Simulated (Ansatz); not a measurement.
## Al wire along [100], 13 atoms a period: bands along the axis

What gap, if any, does the Al wire along [100], 13 atoms a period have, and how many channels would it open?

Method: DFT PBE, plane waves, PAW; relaxation of a wire's period; PAW set soft_1, in the first sound run; inputs show where later runs differ, in Ansatz 0.2.0.

## 1. Set-up

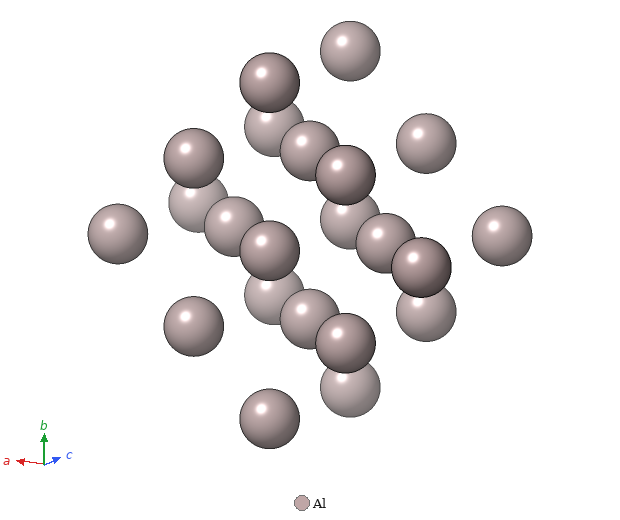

The starting structure, seen at a slant to the c axis (aluminium light grey). Some periodic images of atoms are drawn too.

The cell holds 13 atoms: 13 Al. Cell: a = 14.880 Å, b = 14.880 Å, c = 4.040 Å, α = 90.0°, β = 90.0°, γ = 90.0°. Vacuum lies along a and b. The structure's axis is c.

## 2. The relaxed wire

Band widths follow the bond lengths, so the wire is relaxed first. The atoms and the third cell vector are free; the box across stays fixed as vacuum. A Fermi-Dirac smearing is set since the result may be a metal. The pressure printed is a third of the stress's trace over the whole box, vacuum included; only the stress along the axis is relaxed.

File input.yaml:

```yaml
crystal:
  lattice:
    - [14.88, 0.0, 0.0]
    - [0.0, 14.88, 0.0]
    - [0.0, 0.0, 4.04]
  atoms:
    - { symbol: Al, position: [0.228494624, 0.5, 0.0] }
    - { symbol: Al, position: [0.364247312, 0.364247312, 0.0] }
    - { symbol: Al, position: [0.364247312, 0.635752688, 0.0] }
    - { symbol: Al, position: [0.5, 0.228494624, 0.0] }
    - { symbol: Al, position: [0.5, 0.5, 0.0] }
    - { symbol: Al, position: [0.5, 0.771505376, 0.0] }
    - { symbol: Al, position: [0.635752688, 0.364247312, 0.0] }
    - { symbol: Al, position: [0.635752688, 0.635752688, 0.0] }
    - { symbol: Al, position: [0.771505376, 0.5, 0.0] }
    - { symbol: Al, position: [0.364247312, 0.5, 0.5] }
    - { symbol: Al, position: [0.5, 0.364247312, 0.5] }
    - { symbol: Al, position: [0.5, 0.635752688, 0.5] }
    - { symbol: Al, position: [0.635752688, 0.5, 0.5] }
kpoints:
  mp_grid: { grid: [1, 1, 20] }
scf:
  occupations: { method: fermi_dirac, width: 0.05 }
hamiltonian:
  xc: pbe
  pseudopotentials: { kind: paw, azcp: { folder: soft_1 } }
relax:
  cell: { fix: [a, b, alpha, beta, gamma] }
  max_steps: 45
  f_tol: 0.03
```

Launch:

```bash
$ ansatz run input.yaml --threads 4 --pin off --max-ram 16384MiB --backend cpu --events-out ev --progress --plain --runs-dir out
```

Numbers of over 12 decimals in the logs are rounded to 6 here.

The log of the run:

```text
Engine: ansatz 0.2.0, aarch64-unknown-linux-gnu
Pseudopotentials: kind: paw
Pseudopotential: Al, paw, valence charge 3, recommended cutoff 420 eV (normal), soft_1/Al.paw.azcp
Functional definition: PBE
  parameter kappa = 0.804
  parameter beta = 0.066725
  exchange = pbe_x(kappa = kappa, mu = beta*pi^2/3)
  correlation = pbe_c(beta = beta)
Crystal: 13 atoms, lattice volume = 894.514 Å³
Basis set: ecut = 420 eV, 17481 PW (Γ), exchange–correlation on 200×200×60 points (8 copies of the dense FFT grid, shifted against one another)
Bands: 33, of which v1, the nominal top of the filled ones, is band 20 counted from 1 (19 counted from 0)
Symmetry: 16 space group operations
Space group: P4/mmm (ITA 123), of the structure as read, at distance tolerance 9.6e-5 Å
k-points: 11 of 20
Non-local potential: Al, projectors of the file, l = 0: 2, l = 1: 2, l = 2: 1
PAW form: soft (Blöchl's): semilocal exchange-correlation on the pseudo side does not see the compensation charge
PAW one-centre angular grid: Al, 110 points (default); XC on 64 Gauss nodes
Initial density: superposition of atomic densities (neutral atoms: chi_scale 0, normalization atom)
Initial wavefunctions: pseudopotential atomic-orbital guess
Functional: x = pbe(κ = 0.804, μ = 0.219515), c = pbe(β = 0.066725)
SCF iter   1: F=—  HF=-6982.875802 eV  |F-HF|=—  |Δ(HF+E_count)|=         —  Δρ=1.66e-2  dr2=2.32e1  ethr=3.10e-3  ⟨swp⟩=8.9  Hψ=2268  notcnv=0  defer=1
preconditioner: auto → LDOS  [metal: Δε(μ)=0.028 eV  Ē_g=5.630 eV  σ=0.050 eV  W_gap=0.14  n_scr=54 (ndim 8)  ℏωp=7.7 eV  f_vac=0.464  D(μ)=4.09/eV (n_scr^D=12)  β→1.0]
SCF iter   2: F=—  HF=-6982.842175 eV  |F-HF|=—  |Δ(HF+E_count)|=   3.36e-2  Δρ=1.73e-2  dr2=2.48e1  ethr=3.10e-3  ⟨swp⟩=5.9  Hψ=1356  notcnv=0  defer=30
SCF iter   3: F=—  HF=-6979.468778 eV  |F-HF|=—  |Δ(HF+E_count)|=    3.37e0  Δρ=2.56e-3  dr2=1.39e-1  ethr=3.10e-3  ⟨swp⟩=4.3  Hψ=972  notcnv=0  defer=37
SCF iter   4: F=—  HF=-6979.465678 eV  |F-HF|=—  |Δ(HF+E_count)|=   3.10e-3  Δρ=6.13e-4  dr2=1.23e-2  ethr=3.58e-4  ⟨swp⟩=3.2  Hψ=739  notcnv=0  defer=30
SCF iter   5: F=—  HF=-6979.466172 eV  |F-HF|=—  |Δ(HF+E_count)|=   4.94e-4  Δρ=2.39e-4  dr2=2.53e-3  ethr=3.15e-5  ⟨swp⟩=2.4  Hψ=513  notcnv=0  defer=30
SCF iter   6: F=—  HF=-6979.466083 eV  |F-HF|=—  |Δ(HF+E_count)|=   8.86e-5  Δρ=6.91e-5  dr2=7.25e-5  ethr=6.50e-6  ⟨swp⟩=2.8  Hψ=514  notcnv=0  defer=30
SCF iter   7: F=—  HF=-6979.466011 eV  |F-HF|=—  |Δ(HF+E_count)|=   7.18e-5  Δρ=2.17e-5  dr2=5.46e-6  ethr=1.86e-7  ⟨swp⟩=2.0  Hψ=556  notcnv=0  defer=30
SCF iter   8: F=—  HF=-6979.466018 eV  |F-HF|=—  |Δ(HF+E_count)|=   7.06e-6  Δρ=4.41e-6  dr2=3.09e-7  ethr=1.40e-8  ⟨swp⟩=2.1  Hψ=546  notcnv=0  defer=30
SCF iter   9: F=-6979.466019 eV  HF=-6979.466019 eV  |F-HF|=3.22e-9  |Δ(HF+E_count)|=   4.22e-7  Δρ=1.04e-6  dr2=1.69e-8  ethr=2.56e-10  ⟨swp⟩=5.4  Hψ=1297  notcnv=0
SCF 1 converged in 9 iterations: F = -6979.466019 eV  dr2 = 1.69e-8
  greatest PAW one-centre occupation: 0.527 electrons in one spin orbital (limit 2), on the Al atom at site 8 (counted from 0), in its partial waves of l = 0
relax step   1: F+E_penalty+E_count = -6979.46601888 eV  Δ(F+E_penalty+E_count) = +0.000e0 eV  max|allowed force component| = 7.496e-1 eV/Å  Δτ_max = 0.0000 Å  P = -1.016 GPa  Ω = 894.514 Å³  fix = [a, b, alpha, beta, gamma]  reactions: a -1.071, b -1.071 GPa  (9 SCF iters, dr2 threshold 1.00e-7 eV, accepted)
Crystal: 13 atoms, lattice volume = 883.978 Å³
Basis set: ecut = 420 eV, 17313 PW (Γ), exchange–correlation on 200×200×60 points (8 copies of the dense FFT grid, shifted against one another)
Initial density: handed on by an earlier stage of this run
Initial wavefunctions: those handed on with the density
iter 1 solved again at ethr=1.05e-3 eV; its pass at ethr=3.10e-3 eV (dr2=4.08e-1 eV) is discarded
SCF iter   1: F=—  HF=-6979.978184 eV  |F-HF|=—  |Δ(HF+E_count)|=         —  Δρ=2.75e-3  dr2=4.45e-1  ethr=1.05e-3  ⟨swp⟩=2.1  Hψ=2079  notcnv=0
preconditioner: auto → LDOS  [metal: Δε(μ)=0.033 eV  Ē_g=5.647 eV  σ=0.050 eV  W_gap=0.16  n_scr=46 (ndim 8)  ℏωp=7.8 eV  f_vac=0.522  D(μ)=5.63/eV (n_scr^D=20)  β→1.0]
SCF iter   2: F=—  HF=-6979.912949 eV  |F-HF|=—  |Δ(HF+E_count)|=   6.52e-2  Δρ=1.98e-3  dr2=1.31e-1  ethr=1.05e-3  ⟨swp⟩=3.9  Hψ=804  notcnv=0
SCF iter   3: F=—  HF=-6979.896570 eV  |F-HF|=—  |Δ(HF+E_count)|=   1.64e-2  Δρ=3.51e-4  dr2=7.28e-3  ethr=3.36e-4  ⟨swp⟩=3.5  Hψ=797  notcnv=0  defer=27
SCF iter   4: F=—  HF=-6979.895745 eV  |F-HF|=—  |Δ(HF+E_count)|=   8.25e-4  Δρ=7.93e-5  dr2=1.80e-4  ethr=1.87e-5  ⟨swp⟩=2.5  Hψ=538  notcnv=0  defer=28
SCF iter   5: F=—  HF=-6979.895637 eV  |F-HF|=—  |Δ(HF+E_count)|=   1.07e-4  Δρ=1.96e-5  dr2=1.83e-5  ethr=4.62e-7  ⟨swp⟩=2.3  Hψ=577  notcnv=0  defer=28
SCF iter   6: F=-6979.895638 eV  HF=-6979.895638 eV  |F-HF|=2.13e-7  |Δ(HF+E_count)|=   7.66e-7  Δρ=5.55e-6  dr2=6.50e-7  ethr=3.33e-9  ⟨swp⟩=4.2  Hψ=1517  notcnv=0
SCF 2 converged in 6 iterations: F = -6979.895638 eV  dr2 = 6.50e-7
  greatest PAW one-centre occupation: 0.520 electrons in one spin orbital (limit 2), on the Al atom at site 8 (counted from 0), in its partial waves of l = 0
relax step   2: F+E_penalty+E_count = -6979.89563844 eV  Δ(F+E_penalty+E_count) = -4.296e-1 eV  max|allowed force component| = 3.095e-1 eV/Å  Δτ_max = 0.1880 Å  P = -0.030 GPa  Ω = 883.978 Å³  energy of the carried Pulay correction = +5.358e-4 eV  fix = [a, b, alpha, beta, gamma]  reactions: a -0.204, b -0.204 GPa  (6 SCF iters, dr2 threshold 1.30e-6 eV, accepted)
Crystal: 13 atoms, lattice volume = 910.567 Å³
Basis set: ecut = 420 eV, 17793 PW (Γ), exchange–correlation on 200×200×60 points (8 copies of the dense FFT grid, shifted against one another)
iter 1 solved again at ethr=9.38e-4 eV; its pass at ethr=3.10e-3 eV (dr2=3.66e-1 eV) is discarded
SCF iter   1: F=—  HF=-6979.948214 eV  |F-HF|=—  |Δ(HF+E_count)|=         —  Δρ=1.89e-3  dr2=3.46e-1  ethr=9.38e-4  ⟨swp⟩=1.8  Hψ=2129  notcnv=0
preconditioner: auto → LDOS  [insulator: Δε(μ)=0.137 eV  Ē_g=5.498 eV  σ=0.050 eV  W_gap=0.56  n_scr=54 (ndim 8)  ℏωp=7.7 eV  f_vac=0.525  D(μ)=3.46/eV (n_scr^D=8)  ε∞_Penn≈3.0  β→1.0]
SCF iter   2: F=—  HF=-6979.939509 eV  |F-HF|=—  |Δ(HF+E_count)|=   8.70e-3  Δρ=1.65e-3  dr2=2.70e-1  ethr=8.86e-4  ⟨swp⟩=3.0  Hψ=717  notcnv=0
SCF iter   3: F=—  HF=-6979.904973 eV  |F-HF|=—  |Δ(HF+E_count)|=   3.45e-2  Δρ=1.57e-4  dr2=8.20e-4  ethr=6.92e-4  ⟨swp⟩=1.5  Hψ=461  notcnv=0  defer=31
SCF iter   4: F=—  HF=-6979.905469 eV  |F-HF|=—  |Δ(HF+E_count)|=   4.97e-4  Δρ=7.13e-5  dr2=3.85e-4  ethr=2.10e-6  ⟨swp⟩=3.0  Hψ=640  notcnv=0  defer=36
SCF iter   5: F=—  HF=-6979.905444 eV  |F-HF|=—  |Δ(HF+E_count)|=   2.56e-5  Δρ=2.99e-5  dr2=9.48e-5  ethr=9.87e-7  ⟨swp⟩=1.0  Hψ=327  notcnv=0  defer=36
SCF iter   6: F=-6979.905441 eV  HF=-6979.905440 eV  |F-HF|=1.05e-7  |Δ(HF+E_count)|=   3.04e-6  Δρ=4.46e-6  dr2=2.84e-7  ethr=3.33e-9  ⟨swp⟩=4.5  Hψ=1481  notcnv=0
SCF 3 converged in 6 iterations: F = -6979.905441 eV  dr2 = 2.84e-7
  greatest PAW one-centre occupation: 0.518 electrons in one spin orbital (limit 2), on the Al atom at site 5 (counted from 0), in its partial waves of l = 0
relax step   3: F+E_penalty+E_count = -6979.90544059 eV  Δ(F+E_penalty+E_count) = -9.802e-3 eV  max|allowed force component| = 1.737e-1 eV/Å  Δτ_max = 0.0902 Å  P = -0.320 GPa  Ω = 910.567 Å³  energy of the carried Pulay correction = -8.043e-4 eV  fix = [a, b, alpha, beta, gamma]  reactions: a -0.292, b -0.292 GPa  (6 SCF iters, dr2 threshold 1.30e-6 eV, accepted)
[...]
relax step   4: F+E_penalty+E_count = -6979.96643710 eV  Δ(F+E_penalty+E_count) = -6.100e-2 eV  max|allowed force component| = 1.298e-2 eV/Å  Δτ_max = 0.0751 Å  P = -0.015 GPa  Ω = 897.571 Å³  energy of the carried Pulay correction = -1.543e-4 eV  fix = [a, b, alpha, beta, gamma]  reactions: a -0.092, b -0.092 GPa  (6 SCF iters, dr2 threshold 1.30e-6 eV, accepted)
[...]
relax step   5: F+E_penalty+E_count = -6979.97129526 eV  Δ(F+E_penalty+E_count) = -4.858e-3 eV  max|allowed force component| = 3.034e-2 eV/Å  Δτ_max = 0.0150 Å  P = -0.007 GPa  Ω = 903.230 Å³  energy of the carried Pulay correction = -4.385e-4 eV  fix = [a, b, alpha, beta, gamma]  reactions: a -0.054, b -0.054 GPa  (6 SCF iters, dr2 threshold 4.94e-8 eV, accepted)
[...]
relax step   6: F+E_penalty+E_count = -6979.96981998 eV  Δ(F+E_penalty+E_count) = +1.475e-3 eV  max|allowed force component| = 1.835e-2 eV/Å  Δτ_max = 0.0132 Å  P = -0.088 GPa  Ω = 910.982 Å³  energy of the carried Pulay correction = -8.249e-4 eV  fix = [a, b, alpha, beta, gamma]  (6 SCF iters, dr2 threshold 5.75e-8 eV, rejected (line search))
[...]
relax step   7: F+E_penalty+E_count = -6979.97261599 eV  Δ(F+E_penalty+E_count) = -1.321e-3 eV  max|allowed force component| = 2.463e-3 eV/Å  Δτ_max = 0.0087 Å  P = -0.045 GPa  Ω = 906.073 Å³  energy of the carried Pulay correction = -5.806e-4 eV  fix = [a, b, alpha, beta, gamma]  reactions: a -0.071, b -0.071 GPa  (8 SCF iters, accepted)
Initial wavefunctions: pseudopotential atomic-orbital guess (no wavefunctions were taken with the density)
iter 1 solved again at ethr=3.67e-7 eV; its pass at ethr=3.10e-3 eV (dr2=1.43e-4 eV) is discarded
SCF iter   1: F=—  HF=-6979.973418 eV  |F-HF|=—  |Δ(HF+E_count)|=         —  Δρ=5.95e-6  dr2=4.24e-8  ethr=3.67e-7  ⟨swp⟩=4.3  Hψ=3587  notcnv=0
eigensolver tolerance schedule: the retry pair's looser diagonalisation over-reported the residual by 3370.78 of it (diagonalisation noise at 0.66 of the residual, at the tolerance the schedule requests for it); recorded, not acted on — ethr = c·dr2/N_el stays at c = 1.0e-1
preconditioner: auto → LDOS  [metal: Δε(μ)=0.097 eV  Ē_g=5.594 eV  σ=0.050 eV  W_gap=0.40  n_scr=54 (ndim 8)  ℏωp=7.7 eV  f_vac=0.529  D(μ)=5.18/eV (n_scr^D=20)  β→1.0]
SCF iter   2: F=—  HF=-6979.973337 eV  |F-HF|=—  |Δ(HF+E_count)|=   8.13e-5  Δρ=1.19e-6  dr2=2.08e-8  ethr=1.09e-10  ⟨swp⟩=3.7  Hψ=899  notcnv=0
SCF iter   3: F=—  HF=-6979.973337 eV  |F-HF|=—  |Δ(HF+E_count)|=   1.92e-8  Δρ=4.23e-7  dr2=2.45e-9  ethr=5.34e-11  ⟨swp⟩=2.8  Hψ=584  notcnv=0
SCF iter   4: F=—  HF=-6979.973337 eV  |F-HF|=—  |Δ(HF+E_count)|=   2.04e-8  Δρ=1.38e-7  dr2=1.04e-9  ethr=6.29e-12  ⟨swp⟩=2.6  Hψ=588  notcnv=0
SCF iter   5: F=-6979.973337 eV  HF=-6979.973337 eV  |F-HF|=9.91e-11  |Δ(HF+E_count)|=  3.57e-10  Δρ=4.80e-8  dr2=9.01e-11  ethr=1.00e-12  ⟨swp⟩=3.9  Hψ=1324  notcnv=0
SCF 8 converged in 5 iterations: F = -6979.973337 eV  dr2 = 9.01e-11
  greatest PAW one-centre occupation: 0.520 electrons in one spin orbital (limit 2), on the Al atom at site 5 (counted from 0), in its partial waves of l = 0
relax step   8: F+E_penalty+E_count = -6979.97333716 eV  Δ(F+E_penalty+E_count) = -7.212e-4 eV  max|allowed force component| = 2.491e-3 eV/Å  Δτ_max = 0.0000 Å  P = -0.044 GPa  Ω = 906.073 Å³  fix = [a, b, alpha, beta, gamma]  reactions: a -0.070, b -0.070 GPa  stress off target by 8.71e-3 GPa on what of the cell is left free  SCF on the basis re-selected at this cell (its energy is not comparable with the rows above)  (5 SCF iters)
basis re-selected at this cell: Δ(F+E_penalty+E_count) = -7.212e-4 eV, ΔP = +0.002 GPa vs the last step (what re-selecting the basis moved, of the pressure what is left beyond the Pulay correction that the steps carried, after the strain that the cell walked since its last selection, with what the two solves' SCF thresholds leave and, on support functions, any second-order correction that the steps lacked; it is no m [...]
SCF converged after 5 iterations
Free energy (F): -6979.973337 eV
Harris-Foulkes:  -6979.973337 eV  (|F-HF|=9.91e-11)
Internal energy: -6979.933193 eV  (E = F + TS)
E sigma→0 (E₀):  -6979.953265 eV
Entropy (-TS):   -0.040145 eV (-3.088 meV/atom)
Fermi energy:    -1.261386 eV
--- Per-component energies (eV) ---
  E_band       = -192.455933
  E_kinetic    = 267.240689
  E_local      = -3562.383165  (includes V_loc(G=0)·N_el)
  E_nonlocal   = 136.056385
  E_hartree    = 1684.269728
  E_xc         = -472.999225
  E_vxc        = -355.917039  (∫ρ·V_xc dr)
  E_paw        = -6102.604806  (= ΣΔE_a)
  E_vpaw       = -45.992744  (= ΣTr[D̂ρ^β])
  E_aug_tail   = -0.000025  (compensation charges beyond the density's cutoff)
  E_ewald      = 1070.487226
  E_smearing   = -0.040145  (= −TS)
  E_closure    = -0.000000  (closes the sum)
  Σ components = -6979.973337   (vs F -6979.973337, Δ=0.00e0)
--- Forces (eV/Å), atoms counted from 1 ---
  atom   1  Al    -0.00007775     0.00000000    -0.00000000
  atom   2  Al     0.00225017     0.00225017     0.00000000
  atom   3  Al     0.00225017    -0.00225017     0.00000000
  atom   4  Al     0.00000000    -0.00007775     0.00000000
  atom   5  Al     0.00000000     0.00000000     0.00000000
  atom   6  Al    -0.00000000     0.00007775    -0.00000000
  atom   7  Al    -0.00225017     0.00225017    -0.00000000
  atom   8  Al    -0.00225017    -0.00225017    -0.00000000
  atom   9  Al     0.00007775    -0.00000000     0.00000000
  atom  10  Al     0.00249076     0.00000000     0.00000000
  atom  11  Al     0.00000000     0.00249076    -0.00000000
  atom  12  Al    -0.00000000    -0.00249076     0.00000000
  atom  13  Al    -0.00249076    -0.00000000    -0.00000000
  max |Σ_I F_I| component: 8.67e-19 eV/Å
--- Stress (GPa, compression-positive) ---
       -0.069890      -0.000000      -0.000000
       -0.000000      -0.069890       0.000000
       -0.000000       0.000000       0.008710
  P = ⅓ Tr σ = -0.0437 GPa (-0.437 kbar)
--- Relaxed structure (7 steps of the walk, 6 accepted, 1 SCFs on fresh bases) ---
  F+E_penalty+E_count = -6979.97333716 eV   max|allowed force component| = 2.491e-3 eV/Å   (the final SCF, on the basis selected at the relaxed cell)
  cell:  # Å, volume = 906.0735 Å³
    - [14.88, 0, 0]
    - [0, 14.88, 0]
    - [0, 0, 4.092207]
  atoms:
    - { symbol: Al, position: [0.245660, 0.5, 0] }
    - { symbol: Al, position: [0.367273, 0.367273, 0] }
    - { symbol: Al, position: [0.367273, 0.632727, 0] }
    - { symbol: Al, position: [0.5, 0.245660, 0] }
    - { symbol: Al, position: [0.5, 0.5, 0] }
    - { symbol: Al, position: [0.5, 0.754340, 0] }
    - { symbol: Al, position: [0.632727, 0.367273, 0] }
    - { symbol: Al, position: [0.632727, 0.632727, 0] }
    - { symbol: Al, position: [0.754340, 0.5, 0] }
    - { symbol: Al, position: [0.365022, 0.5, 0.5] }
    - { symbol: Al, position: [0.5, 0.365022, 0.5] }
    - { symbol: Al, position: [0.5, 0.634978, 0.5] }
    - { symbol: Al, position: [0.634978, 0.5, 0.5] }
```

Wall time 48 s (4 threads of Arm Neoverse V1, shared host); peak memory 1.3 GiB; 3.1 min of CPU time.

(Continued in part 2 of 2.)

[Logs are printed without paths, hosts, clocks, repeated set-up lines and the standing remarks that a program may print on its own settings, such as how far it seeks lower states.]

[Hosts, paths, dates, database ids (printed as entryN), source tags and the programs' standing remarks are cut or masked in the printed files.]
